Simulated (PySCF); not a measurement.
**MP2/cc-pV(D+d)Z run of CH3GaSe (SMILES [CH2]1[GaH][Se]1)**

Aim: the vertical ionisation energy of CH3GaSe at MP2/cc-pV(D+d)Z, from 2 runs. The job is set up through a Python script.

The calculation is run with PySCF 2.14.0.

## Step 1: The molecule

The species is CH3GaSe (6 atoms), meant as a singlet with charge 0. As SMILES, `[CH2]1[GaH][Se]1`. Geometry: relaxed at PBE0-D4/def2-TZVP.

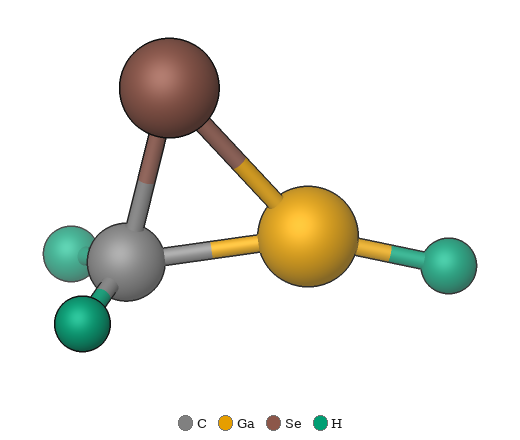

The structure, seen from a chosen angle (carbon grey, gallium amber, selenium brown, hydrogen teal).

## Step 2: A single-point energy at MP2/cc-pV(D+d)Z

Input file geometry.xyz:

```xyz
6
CH3GaSe
C     -0.101600    -0.241000    -0.785100
Ga     0.115600     0.649600     0.915900
Se     0.106200    -1.624600     0.705500
H     -1.076400    -0.302200    -1.257300
H      0.718100    -0.287600    -1.494100
H      0.238100     1.805900     1.915100
```

Input file job.py:

```python
from pyscf import gto, scf, mp

mol = gto.M(
    atom='geometry.xyz',
    basis='cc-pv(d+d)z',
    max_memory=1860,
    verbose=3,
)

mf = scf.RHF(mol)
mf.conv_tol = 1e-10
mf.kernel()
if not mf.converged:
    mf = mf.newton().run(mf.mo_coeff, mf.mo_occ)

pt = mp.MP2(mf, frozen=19).run()
etot = pt.e_tot
print('Final energy', etot)
```

Started as:

```sh
OMP_NUM_THREADS=1 python job.py
```

Standard output:

```text
converged SCF energy = -4362.62174037507
E(RMP2) = -4362.97636965613  E_corr = -0.354629281060218
E(SCS-RMP2) = -4362.96817804915  E_corr = -0.346437674076389
Final energy -4362.976369656134
```

Run time: 4.2 s. Hardware: 1 thread of Intel Xeon Platinum 8259CL at 2.50GHz (Skylake/Cascade Lake), shared host; peak memory 0.19 GiB.

## Step 3: The doublet cation

Input file run.py:

```python
from pyscf import gto, scf, mp

mol = gto.Mole()
mol.atom = '''
C   -0.101600  -0.241000  -0.785100
Ga   0.115600   0.649600   0.915900
Se   0.106200  -1.624600   0.705500
H   -1.076400  -0.302200  -1.257300
H    0.718100  -0.287600  -1.494100
H    0.238100   1.805900   1.915100
'''
mol.spin = 1
mol.charge = 1
mol.verbose = 3
mol.basis = 'cc-pv(d+d)z'
mol.max_memory = 1860
mol.build()

mf = scf.UHF(mol)
mf.conv_tol = 1e-10
mf.kernel()
if not mf.converged:
    mf = mf.newton().run(mf.mo_coeff, mf.mo_occ)

pt = mp.MP2(mf, frozen=19).run()
e_final = pt.e_tot
print(f'total energy: {e_final:.8f} hartree')
```

Started as:

```sh
OMP_NUM_THREADS=1 python run.py
```

Standard output:

```text
converged SCF energy = -4362.32473491685  <S^2> = 0.78787996  2S+1 = 2.0375279
E(UMP2) = -4362.65214928865  E_corr = -0.32741437180005
E(SCS-UMP2) = -4362.64542665606  E_corr = -0.320691739204586
total energy: -4362.65214929 hartree
```

Wall time 5.7 s (1 thread of Intel Xeon Platinum 8259CL at 2.50GHz (Skylake/Cascade Lake), shared host); peak memory 0.2 GiB.

## Step 4: Summary of results

Level: MP2/cc-pV(D+d)Z, 19 core orbitals frozen.

```
                                                                  quantity           value
                                             singlet CH3GaSe: total energy  -4362.97637 Eh
                     singlet CH3GaSe: dipole moment (Hartree–Fock density)          3.03 D
                      singlet CH3GaSe: HOMO energy (Hartree–Fock orbitals)        -8.80 eV
                      singlet CH3GaSe: LUMO energy (Hartree–Fock orbitals)         1.29 eV
                    singlet CH3GaSe: HOMO–LUMO gap (Hartree–Fock orbitals)        10.09 eV
             singlet CH3GaSe: correlation energy (19 core orbitals frozen)      -354.6 mEh
                                              doublet cation: total energy  -4362.65215 Eh
doublet cation: HOMO energy (Hartree–Fock orbitals) (highest over α and β)       -15.19 eV
 doublet cation: LUMO energy (Hartree–Fock orbitals) (lowest over α and β)        -7.24 eV
              doublet cation: correlation energy (19 core orbitals frozen)      -327.4 mEh
                         doublet cation: ⟨S²⟩ of the reference determinant           0.788
                        vertical ionisation energy (to the doublet cation)        8.822 eV
```

The vertical ionisation energy comes to 8.82 eV (203 kcal/mol). Mulliken charges (doublet cation) of the mean-field density run from -0.23 on C1 to +0.72 on Ga2.
